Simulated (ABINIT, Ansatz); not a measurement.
## Rb2LiAlF6 (Fm-3m): G0W0 on several meshes in ABINIT

Aim: the GW shift of Rb2LiAlF6 (Fm-3m) against the k mesh.

Main program and level: ABINIT 10.8.3; PBEsol and many-body steps on it, plane waves.

## 1. The structure

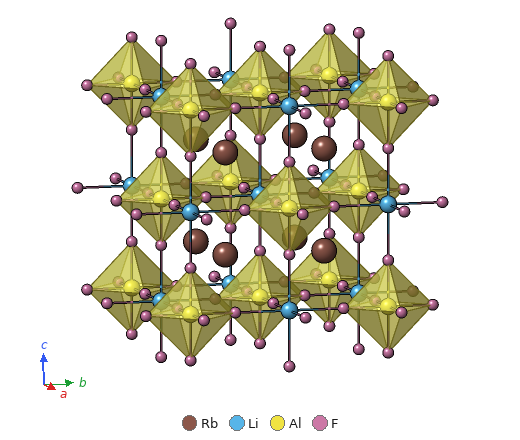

Start, viewed slightly off an axis; rubidium brown, lithium blue, aluminium yellow, fluorine pink. This picture shows the conventional cell, with its axes. Some periodic images of atoms are drawn too.

The cell and positions are those that the Materials Project relaxed with its own functionals (PBE, PBE+U or r2SCAN), kept fixed.

## 2. Empty states on the mesh, 2×2×2 mesh, 283 bands

This step: ABINIT 10.8.3; DFT, PBEsol, plane waves, norm-conserving pseudopotentials.

The sums over transitions need many empty states on a uniform mesh; this step solves for them.

Contents of run.abi:

```
acell 3*1.0 Angstrom
rprim 
  0.000000000000 4.113943000000 4.113943000000
  4.113943000000 0.000000000000 4.113943000000
  4.113943000000 4.113943000000 -0.000000000000
ntypat 4
znucl 37 3 13 9
natom 10
typat 1 1 2 3 4 4 4 4 4 4
xred 
  0.750000000000 0.750000000000 0.750000000000
  0.250000000000 0.250000000000 0.250000000000
  0.500000000000 0.500000000000 0.500000000000
  0.000000000000 0.000000000000 0.000000000000
  0.774175000000 0.225825000000 0.225825000000
  0.225825000000 0.225825000000 0.774175000000
  0.225825000000 0.774175000000 0.774175000000
  0.225825000000 0.774175000000 0.225825000000
  0.774175000000 0.225825000000 0.774175000000
  0.774175000000 0.774175000000 0.225825000000
pp_dirpath "pseudos"
pseudos "Rb.upf, Li.upf, Al.upf, F.upf"
ecut 36
ngkpt 2 2 2
nshiftk 1
shiftk 0 0 0
kptopt 1
chksymbreak 0
iscf -2
irdden 1
istwfk *1
nband 283
nbdbuf 24
tolwfr 1e-09
nstep 60
prtvol 0
indata_prefix "in"
outdata_prefix "out"
tmpdata_prefix "tmp"
```

Started as:

```
OMP_NUM_THREADS=1 mpirun -n 4 abinit run.abi > log
```

Numbers of over 12 decimals in the logs are rounded to 6 here.

The program printed:

```text
.Version 10.8.3 of ABINIT. v10.8.2 released Aug 2026.

 Symmetries : space group Fm -3 m (#225); Bravais cF (face-center cubic)
[... echo of the input left out ...]
== DATASET  1 ==================================================================
-   mpi_nproc: 4, omp_nthreads: 1 (-1 if OMP is not activated)
-    --> not optimal distribution: autoparal keyword recommended in input file <--

--- !DatasetInfo
iteration_state: {dtset: 1, }
dimensions: {natom: 10, nkpt: 3, mband: 283, nsppol: 1, nspinor: 1, nspden: 1, mpw: 9756, }
cutoff_energies: {ecut:  36.0, pawecutdg:  -1.0, }
[...]
2.82779    2.82779    2.82779    2.83981    2.90779    2.90779    2.90780    2.93367
   2.93367    2.93369    2.96251    2.96266    2.99327    2.99793    2.99910    3.00223
   3.03684    3.04035    3.04255
 prteigrs : prtvol=0 or 1, do not print more k-points.

== END DATASET(S) ==============================================================
================================================================================

 -outvars: echo values of variables after computation  --------
            nband         283
             nkpt           3
          spgroup         225
 [... the other variables as echoed above ...]

 Calculation completed.
```

Wall time 3.2 min (4 MPI ranks of Arm Neoverse V1, shared host); peak memory 0.49 GiB; 13 min of CPU time.

This step gave:

```yaml
gap: 7.106 eV
k_of_the_valence_top: 0, 0, 0
k_of_the_conduction_bottom: 0, 0, 0
least_direct_gap: 7.106 eV
k_points_computed: 3
lowest_point_of_the_top_converged_band_above_the_valence_top: 76.0221 eV
```

On this mesh the gap is 7.106 eV.

The density comes from a self-consistent run that is not shown.

## 3. Screening, 2×2×2 mesh, 125 bands, screening to 114.3 eV

The RPA dielectric matrix is built and inverted for each q.

This step: RPA screening on PBEsol, plane waves, norm-conserving pseudopotentials.

Changes to run.abi since step 2:

```diff
@@ -28,10 +28,11 @@
 chksymbreak 0
-iscf -2
-irdden 1
 istwfk *1
-nband 283
-nbdbuf 24
-tolwfr 1e-09
-nstep 60
-prtvol 0
+occopt 1
+irdwfk 1
+optdriver 3
+nband 125
+ecuteps 4.2
+inclvkb 2
+awtr 1
+symchi 1
 indata_prefix "in"
```

The program printed:

```text
.Version 10.8.3 of ABINIT. v10.8.2 released Aug 2026.

 Symmetries : space group Fm -3 m (#225); Bravais cF (face-center cubic)
[... echo of the input left out ...]
== DATASET  1 ==================================================================
-   mpi_nproc: 4, omp_nthreads: 1 (-1 if OMP is not activated)

--- !DatasetInfo
iteration_state: {dtset: 1, }
dimensions: {natom: 10, nkpt: 3, mband: 125, nsppol: 1, nspinor: 1, nspden: 1, mpw: 9756, }
cutoff_energies: {ecut:  36.0, pawecutdg:  -1.0, }
electrons: {nelect:   6.60000000E+01, charge:   0.00000000E+00, occopt:   1.00000000E+00, tsmear:   1.00000000E-02, }

 SCREENING: Calculation of the susceptibility and dielectric matrices

 Based on a program developped by R.W. Godby, V. Olevano, G. Onida, and L. Reining.
 Incorporated in ABINIT by V. Olevano, G.-M. Rignanese, and M. Torrent.
.Using double precision arithmetic ; gwpc =  8

[... cell and pseudopotentials left out ...]
--------------------------------------------------------------------------------

 ==== K-mesh for the wavefunctions ====
 Number of points in the irreducible wedge :     3
[... list of points left out ...]
 Together with 48 symmetry operations and time-reversal symmetry
 yields     8 points in the full Brillouin Zone.

 ==== Q-mesh for the screening function ====
 Number of points in the irreducible wedge :     3
[... list of points left out ...]
 Together with 48 symmetry operations and time-reversal symmetry
 yields     8 points in the full Brillouin Zone.

 setmesh: FFT mesh size selected  =    40x   40x   40
          total number of points  =        64000

 vcoul_init : cutoff-mode = AUXILIARY_FUNCTION
 q-points for optical limit:   1
     1)      0.000010    0.000020    0.000030

- screening: taking advantage of time-reversal symmetry
- Maximum band index for partially occupied states nbvw = 33
- Remaining bands to be divided among processors   nbcw = 92
- Number of bands treated by each node ~23

 Number of electrons calculated from density =   66.0000; Expected =   66.0000
 average of density, n =  0.070233
 r_s =    1.5036
 omega_plasma =   25.5639 [eV]

 calculating chi0 at frequencies [eV] :
  1    0.000000E+00    0.000000E+00
  2    0.000000E+00    2.556389E+01

--------------------------------------------------------------------------------
  q-point number  1        q = ( 0.000000, 0.000000, 0.000000) [r.l.u.]
--------------------------------------------------------------------------------
[... chi0 elements left out ...]
 For q-point:  0.000010 0.000020 0.000030
  dielectric constant =   2.0799
  dielectric constant without local fields =   2.2595

  Average fulfillment of the sum rule on Im[epsilon] for q-point    1 :     42.13  [%]
[... wings left out ...]
  q-point number  2        q = ( 0.500000, 0.000000, 0.000000) [r.l.u.]
--------------------------------------------------------------------------------
[... chi0 elements left out ...]
  Average fulfillment of the sum rule on Im[epsilon] for q-point    2 :     48.11  [%]

 [... 1 further q-points ...]
```

Elapsed: 38 s, on 4 MPI ranks; peak memory 1.6 GiB.

This step gave:

- ε∞ with local fields, on this mesh, along the program's q direction: 2.080
- the same without local fields: 2.260
- plasma frequency: 25.56 eV
- plane waves in the screening matrix: 387

Local fields lower ε∞ by 8 %. On a Γ-centred mesh this coarse the value itself is usually too large, while a short band sum pulls it down.

## 4. 2×2×2

The self-energy is evaluated for the states that the input lists, and the levels follow from it, in one-shot runs by the linearised quasiparticle equation.

This step: G0W0 on PBEsol, plane waves, norm-conserving pseudopotentials.

Changes to run.abi since step 3:

```diff
@@ -31,8 +31,15 @@
 irdwfk 1
-optdriver 3
+optdriver 4
 nband 125
+gwcalctyp 0
+ecutsigx 36
+symsigma 1
+nkptgw 1
+kptgw 
+  0.0000000000 0.0000000000 0.0000000000
+bdgw 
+  31 37
 ecuteps 4.2
-inclvkb 2
-awtr 1
-symchi 1
+irdscr 1
+ppmodel 1
 indata_prefix "in"
```

The program printed:

```text
.Version 10.8.3 of ABINIT. v10.8.2 released Aug 2026.

 Symmetries : space group Fm -3 m (#225); Bravais cF (face-center cubic)
[... echo of the input left out ...]
== DATASET  1 ==================================================================
-   mpi_nproc: 4, omp_nthreads: 1 (-1 if OMP is not activated)

--- !DatasetInfo
iteration_state: {dtset: 1, }
dimensions: {natom: 10, nkpt: 3, mband: 125, nsppol: 1, nspinor: 1, nspden: 1, mpw: 9756, }
cutoff_energies: {ecut:  36.0, pawecutdg:  -1.0, }
electrons: {nelect:   6.60000000E+01, charge:   0.00000000E+00, occopt:   1.00000000E+00, tsmear:   1.00000000E-02, }

 SIGMA: Calculation of the GW corrections

 Based on a program developped by R.W. Godby, V. Olevano, G. Onida, and L. Reining.
 Incorporated in ABINIT by V. Olevano, G.-M. Rignanese, and M. Torrent.
.Using double precision arithmetic ; gwpc =  8

[... cell and pseudopotentials left out ...]
--------------------------------------------------------------------------------

 ==== K-mesh for the wavefunctions ====
 Number of points in the irreducible wedge :     3
[... list of points left out ...]
 Together with 48 symmetry operations and time-reversal symmetry
 yields     8 points in the full Brillouin Zone.

 ==== Q-mesh for screening function ====
 Number of points in the irreducible wedge :     3
[... list of points left out ...]
 Together with 48 symmetry operations and time-reversal symmetry
 yields     8 points in the full Brillouin Zone.

 vcoul_init : cutoff-mode = AUXILIARY_FUNCTION
 q-points for optical limit:   1
     1)      0.000010    0.000020    0.000030
 setmesh: FFT mesh size selected  =    60x   60x   60
          total number of points  =       216000

 Number of electrons calculated from density =   66.0000; Expected =   66.0000
 average of density, n =  0.070233
 r_s =    1.5036
 omega_plasma =   25.5639 [eV]

 === KS Band Gaps ===
  >>>> For spin  1
   Minimum direct gap =   7.1057 [eV], located at k-point      :   0.0000  0.0000  0.0000
   Fundamental gap    =   7.1057 [eV], Top of valence bands at :   0.0000  0.0000  0.0000
                                       Bottom of conduction at :   0.0000  0.0000  0.0000
 SIGMA fundamental parameters:
 PLASMON POLE MODEL  1
 number of plane-waves for SigmaX                 9721
 number of plane-waves for SigmaC and W            387
 number of plane-waves for wavefunctions          9721
 number of bands                                   125
 number of independent spin polarizations            1
 number of spinorial components                      1
 number of k-points in IBZ                           3
 number of q-points in IBZ                           3
 number of symmetry operations                      48
 number of k-points in BZ                            8
 number of q-points in BZ                            8
 number of frequencies for dSigma/dE                 9
 frequency step for dSigma/dE [eV]                0.25
 number of omega for Sigma on real axis              0
 max omega for Sigma on real axis  [eV]           0.00
 zcut for avoiding poles [eV]                     0.10

 EPSILON^-1 parameters (SCR file):
 dimension of the eps^-1 matrix on file            387
 dimension of the eps^-1 matrix used               387
 number of plane-waves for wavefunctions          9721
 number of bands                                   125
 number of q-points in IBZ                           3
 number of frequencies                               2
 number of real frequencies                          1
 number of imag frequencies                          1

 matrix elements of self-energy operator (all in [eV])

 Perturbative Calculation

--- !SelfEnergy_ee
iteration_state: {dtset: 1, }
kpoint     : [   0.000,    0.000,    0.000, ]
spin       : 1
KS_gap     :    7.106
QP_gap     :   10.911
Delta_QP_KS:    3.805
data: !SigmaeeData |
     Band     E0 <VxcDFT>   SigX SigC(E0)      Z dSigC/dE  Sig(E)    E-E0       E
       31  -0.981 -22.664 -30.111   5.119   0.821  -0.218 -24.575  -1.911  -2.892
       32  -0.981 -22.664 -30.111   5.119   0.821  -0.218 -24.575  -1.911  -2.892
       33  -0.981 -22.664 -30.111   5.119   0.821  -0.218 -24.575  -1.911  -2.892
       34   6.125 -10.242  -5.547  -2.582   0.897  -0.115  -8.348   1.894   8.019
       35   8.752  -9.683  -4.677  -2.533   0.899  -0.113  -7.461   2.223  10.975
       36   8.752  -9.683  -4.677  -2.533   0.899  -0.113  -7.461   2.223  10.975
       37   8.752  -9.683  -4.677  -2.533   0.899  -0.113  -7.461   2.223  10.975

== END DATASET(S) ==============================================================
================================================================================

 -outvars: echo values of variables after computation  --------
           etotal      0.0000000000E+00
            nband         125
             nkpt           3
          spgroup         225
 [... the other variables as echoed above ...]

 Calculation completed.
```

Elapsed: 10 s, on 4 MPI ranks; peak memory 1.1 GiB.

Numbers from this step:

| Quantity | Value |
| --- | --- |
| G0W0 gap on the points computed | 10.91 eV |
| starting gap on the mesh | 7.106 eV |
| k of the valence top | 0, 0, 0 |
| k of the conduction bottom | 0, 0, 0 |
| Z at the valence top | 0.821 |
| Z at the conduction bottom | 0.897 |
| least direct G0W0 gap on the computed points | 10.91 eV |

The gap on the mesh goes from 7.11 eV to 10.91 eV, a correction of +3.81 eV.

## 5. Empty states on the mesh, 4×4×4 mesh, 137 bands

This step: DFT, PBEsol, plane waves, norm-conserving pseudopotentials.

Changes to run.abi since step 4:

```diff
@@ -23,3 +23,3 @@
 ecut 36
-ngkpt 2 2 2
+ngkpt 4 4 4
 nshiftk 1
@@ -28,18 +28,10 @@
 chksymbreak 0
+iscf -2
+irdden 1
 istwfk *1
-occopt 1
-irdwfk 1
-optdriver 4
-nband 125
-gwcalctyp 0
-ecutsigx 36
-symsigma 1
-nkptgw 1
-kptgw 
-  0.0000000000 0.0000000000 0.0000000000
-bdgw 
-  31 37
-ecuteps 4.2
-irdscr 1
-ppmodel 1
+nband 137
+nbdbuf 12
+tolwfr 1e-09
+nstep 60
+prtvol 0
 indata_prefix "in"
```

The program printed:

```text
.Version 10.8.3 of ABINIT. v10.8.2 released Aug 2026.

 Symmetries : space group Fm -3 m (#225); Bravais cF (face-center cubic)
[... echo of the input left out ...]
== DATASET  1 ==================================================================
-   mpi_nproc: 4, omp_nthreads: 1 (-1 if OMP is not activated)

--- !DatasetInfo
iteration_state: {dtset: 1, }
dimensions: {natom: 10, nkpt: 8, mband: 137, nsppol: 1, nspinor: 1, nspden: 1, mpw: 9756, }
cutoff_energies: {ecut:  36.0, pawecutdg:  -1.0, }
[...]
1.48765    1.48765    1.54614    1.54614    1.54614    1.60725    1.60728    1.61351
   1.62217    1.62217    1.62240    1.62692    1.62693    1.62720    1.62974    1.62975
   1.62999
 prteigrs : prtvol=0 or 1, do not print more k-points.

== END DATASET(S) ==============================================================
================================================================================

 -outvars: echo values of variables after computation  --------
            nband         137
             nkpt           8
          spgroup         225
 [... the other variables as echoed above ...]

 Calculation completed.
```

Run time: 2 min. Hardware: 4 MPI ranks; peak memory 0.55 GiB; 8.2 min of CPU time.

This step gave:

```
gap                                                           : 7.106 eV
k of the valence top                                          : 0, 0, 0
k of the conduction bottom                                    : 0, 0, 0
least direct gap                                              : 7.106 eV
k points computed                                             : 8
lowest point of the top converged band, above the valence top : 42.66 eV
```

On this mesh the gap is 7.106 eV.

## 6. Screening, 4×4×4 mesh, 125 bands, screening to 114.3 eV

This step: RPA screening on PBEsol, plane waves, norm-conserving pseudopotentials.

Changes to run.abi since step 5:

```diff
@@ -28,10 +28,11 @@
 chksymbreak 0
-iscf -2
-irdden 1
 istwfk *1
-nband 137
-nbdbuf 12
-tolwfr 1e-09
-nstep 60
-prtvol 0
+occopt 1
+irdwfk 1
+optdriver 3
+nband 125
+ecuteps 4.2
+inclvkb 2
+awtr 1
+symchi 1
 indata_prefix "in"
```

The program printed:

```text
.Version 10.8.3 of ABINIT. v10.8.2 released Aug 2026.

 Symmetries : space group Fm -3 m (#225); Bravais cF (face-center cubic)
[... echo of the input left out ...]
== DATASET  1 ==================================================================
-   mpi_nproc: 4, omp_nthreads: 1 (-1 if OMP is not activated)

--- !DatasetInfo
iteration_state: {dtset: 1, }
dimensions: {natom: 10, nkpt: 8, mband: 125, nsppol: 1, nspinor: 1, nspden: 1, mpw: 9756, }
cutoff_energies: {ecut:  36.0, pawecutdg:  -1.0, }
electrons: {nelect:   6.60000000E+01, charge:   0.00000000E+00, occopt:   1.00000000E+00, tsmear:   1.00000000E-02, }

 SCREENING: Calculation of the susceptibility and dielectric matrices

 Based on a program developped by R.W. Godby, V. Olevano, G. Onida, and L. Reining.
 Incorporated in ABINIT by V. Olevano, G.-M. Rignanese, and M. Torrent.
.Using double precision arithmetic ; gwpc =  8

[... cell and pseudopotentials left out ...]
--------------------------------------------------------------------------------

 ==== K-mesh for the wavefunctions ====
 Number of points in the irreducible wedge :     8
[... list of points left out ...]
 Together with 48 symmetry operations and time-reversal symmetry
 yields    64 points in the full Brillouin Zone.

 ==== Q-mesh for the screening function ====
 Number of points in the irreducible wedge :     8
[... list of points left out ...]
 Together with 48 symmetry operations and time-reversal symmetry
 yields    64 points in the full Brillouin Zone.

 setmesh: FFT mesh size selected  =    40x   40x   40
          total number of points  =        64000

 vcoul_init : cutoff-mode = AUXILIARY_FUNCTION
 q-points for optical limit:   1
     1)      0.000010    0.000020    0.000030

- screening: taking advantage of time-reversal symmetry
- Maximum band index for partially occupied states nbvw = 33
- Remaining bands to be divided among processors   nbcw = 92
- Number of bands treated by each node ~23

 Number of electrons calculated from density =   66.0000; Expected =   66.0000
 average of density, n =  0.070233
 r_s =    1.5036
 omega_plasma =   25.5639 [eV]

 calculating chi0 at frequencies [eV] :
  1    0.000000E+00    0.000000E+00
  2    0.000000E+00    2.556389E+01

--------------------------------------------------------------------------------
  q-point number  1        q = ( 0.000000, 0.000000, 0.000000) [r.l.u.]
--------------------------------------------------------------------------------
[... chi0 elements left out ...]
 For q-point:  0.000010 0.000020 0.000030
  dielectric constant =   2.0596
  dielectric constant without local fields =   2.2386

  Average fulfillment of the sum rule on Im[epsilon] for q-point    1 :     42.17  [%]
[... wings left out ...]
  q-point number  2        q = ( 0.250000, 0.000000, 0.000000) [r.l.u.]
--------------------------------------------------------------------------------
[... chi0 elements left out ...]
  Average fulfillment of the sum rule on Im[epsilon] for q-point    2 :     52.91  [%]

 [... 6 further q-points ...]
```

Run time: 4.1 min. Hardware: 4 MPI ranks; peak memory 2.9 GiB; 16 min of CPU time.

Numbers from this step:

- ε∞ with local fields, on this mesh, along the program's q direction: 2.060
- the same without local fields: 2.239
- plasma frequency: 25.56 eV
- plane waves in the screening matrix: 387

(Part 1 of 2 ends here.)

[Paths, hosts, dates, memory and timing lines, banners, echoed tables and standing remarks are left out of the program output.]

[Logs are printed without paths, hosts, clocks, repeated set-up lines and the standing remarks that a program may print on its own settings, such as how far it seeks lower states.]

[Runs of the session that timed out or met a known fault of the program may be left out.]

[Hosts, paths, dates, database ids (printed as entryN), source tags and the programs' standing remarks are cut or masked in the printed files.]

[G0W0 gaps are taken among the corrected bands and points alone; a level outside them can change the order at an edge.]

[Where Ansatz stands beside ABINIT at settings called matched, ABINIT's density can come from a denser mesh and the files from another edition; pairs whose starting gaps differed by over 0.03 eV were left out, so agreement reads better than it is.]
